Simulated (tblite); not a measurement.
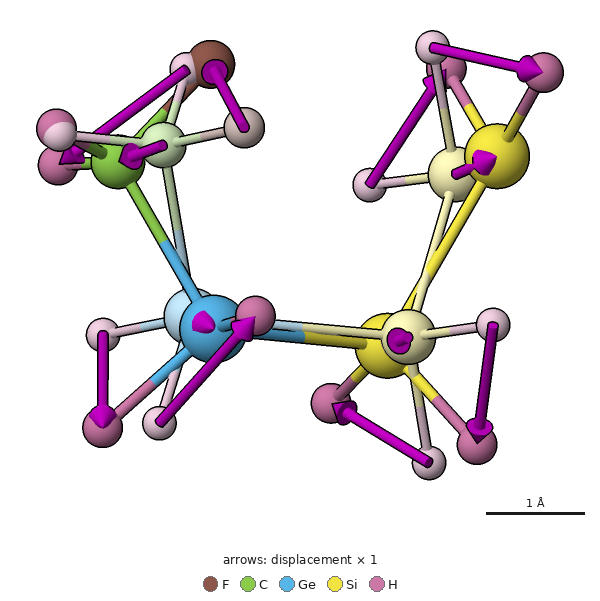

This is a relaxation of CH$_{8}$FGeSi$_{2}$ (multiplicity 2). The starting structure is drawn faded, the final one solid; purple arrows show the displacements, at their true length. The two geometries are superimposed by the best rigid fit.

Style: ball-and-stick. Shown from a free direction.

The calculation used GFN2-xTB geometry optimisation, gas phase (tblite). 

Q: Describe the change and its energy.

A: The atom that moves furthest after the best rigid fit is an H atom (2.09 Å). Largest moves by element: H 2.09 Å, F 2.02 Å, C 0.77 Å, Si 0.74 Å, Ge 0.59 Å. Some distances before and after: Ge–Si 2.302 → 2.366 Å, C–Ge 1.940 → 1.998 Å, Ge–H 1.554 → 1.517 Å, Si–Si 2.248 → 2.284 Å. Bond angles that change, for instance: Si–Ge–H 109.6° → 123.6°, Si–Si–H 109.2° → 120.0°, Si–Si–H 108.9° → 119.4°. Groups turn about Ge–Si by about 100°. The energy falls by 7.67 kcal/mol in 215 geometry steps. The run took 1.4 s on 1 thread of Arm Neoverse V1, with other jobs on the host.
